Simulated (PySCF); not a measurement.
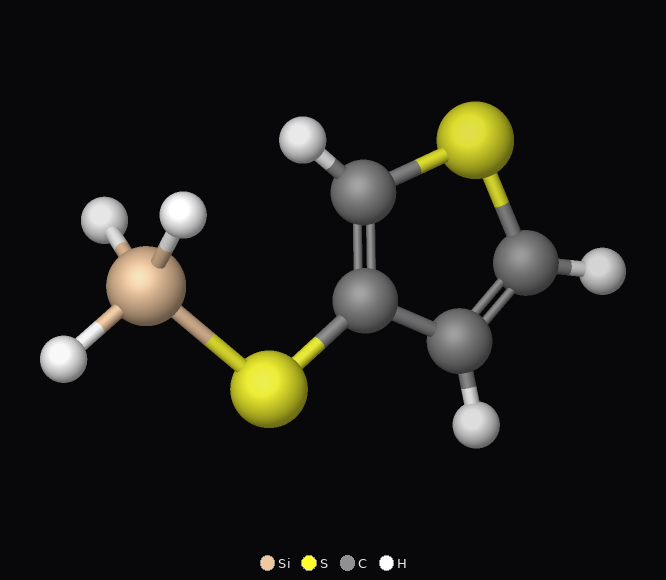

Ball-and-stick drawing of a structure. Multiple sticks mark multiple bonds (one Kekulé form).

Computed geometry: PBE0-D3(BJ)/def2-SVP optimisation. No frequency run is at hand to confirm it as a minimum.

Question: Which formula does it have?

Answer: C₄H₆S₂Si, 13 atoms: 4 carbon, 6 hydrogen, 2 sulfur and 1 silicon.

Question: Give a SMILES string for it.

Answer: [SiH3]Sc1ccsc1

Question: Describe its rings.

Answer: Independent rings (smallest set): 1 of 5 members, 1 of them aromatic.

Question: Name some functional groups or characteristic bonds that it holds.

Answer: Among them: Si–H bond.

More results for the same structure follow; atom numbers are the same in all pictures, views and colours differ.

**Quadrupole coupling**

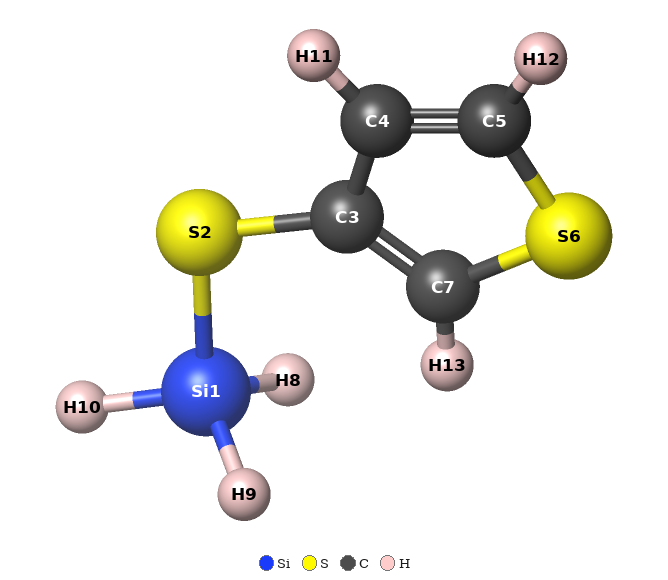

No frequency run is at hand to confirm it as a minimum. Electric field gradients from the ground-state density, PBE0/pcSseg-1 (PySCF 2.14.0), non-relativistic apart from any core potentials.

Give the largest field-gradient component, the quadrupole coupling constant and the asymmetry for 33S at S2 (Q = −67.81 mb), 33S at S6 (Q = −67.81 mb), 2H at H8 (Q = 2.86 mb), 2H at H9 (Q = 2.86 mb), 2H at H10 (Q = 2.86 mb), 2H at H11 (Q = 2.86 mb).

```json
{"atom": "S2", "V_zz (a.u.)": "−2.176", "e²qQ/h (MHz)": "34.7", "η": "0.94"}
{"atom": "S6", "V_zz (a.u.)": "1.866", "e²qQ/h (MHz)": "−29.7", "η": "0.57"}
{"atom": "H8", "V_zz (a.u.)": "0.139", "e²qQ/h (MHz)": "0.093", "η": "0.02"}
{"atom": "H9", "V_zz (a.u.)": "0.139", "e²qQ/h (MHz)": "0.093", "η": "0.01"}
{"atom": "H10", "V_zz (a.u.)": "0.142", "e²qQ/h (MHz)": "0.095", "η": "0.04"}
{"atom": "H11", "V_zz (a.u.)": "0.308", "e²qQ/h (MHz)": "0.207", "η": "0.08"}
```

**Ring current**

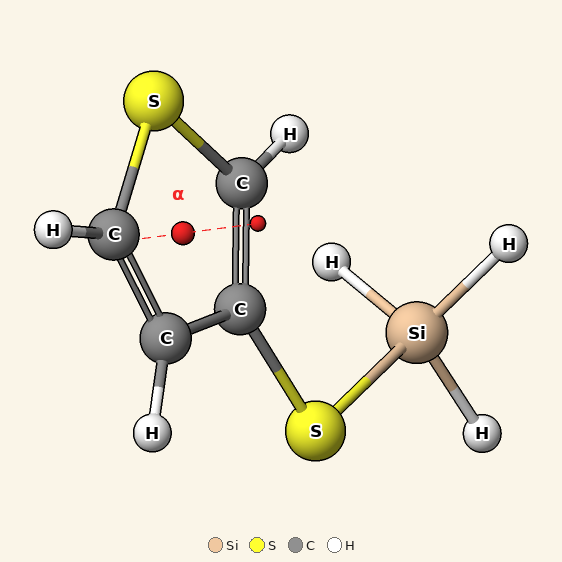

The small points mark where nucleus-independent chemical shifts (NICS) were computed: at the centre of each lettered ring and 1 Å above and below it. No frequency run is at hand to confirm it as a minimum. Method: GIAO ωB97X-D/pcSseg-2 NMR shielding, non-relativistic, gas phase (PySCF 2.14.0).

Give NICS(0), NICS(1) and the out-of-plane component NICS(1)zz for each ring (means of the two sides).

```tsv
ring	members	NICS(0)	NICS(1)	NICS(1)zz
α	C4S	−12.3	−9.4	−26.0
```

Values in ppm.

Question: What do the values say about the ring currents?

Answer: Ring α: diatropic, as in an aromatic ring. NICS is one index among several.

**Electronic properties**

No frequency run is at hand to confirm it as a minimum. Method: CAM-B3LYP/def2-SVPD, gas phase (PySCF 2.14.0). Excitations: vertical, linear response.

Question: Give the HOMO energy (Kohn–Sham orbital) at this level.

Answer: −7.60 eV.

Question: Give the dipole moment at this level.

Answer: 0.62 D.

Question: Give the brightest of the 10 lowest singlets at this level.

Answer: 6.52 eV.

Question: What is the HOMO–LUMO gap?

Answer: 7.98 eV.
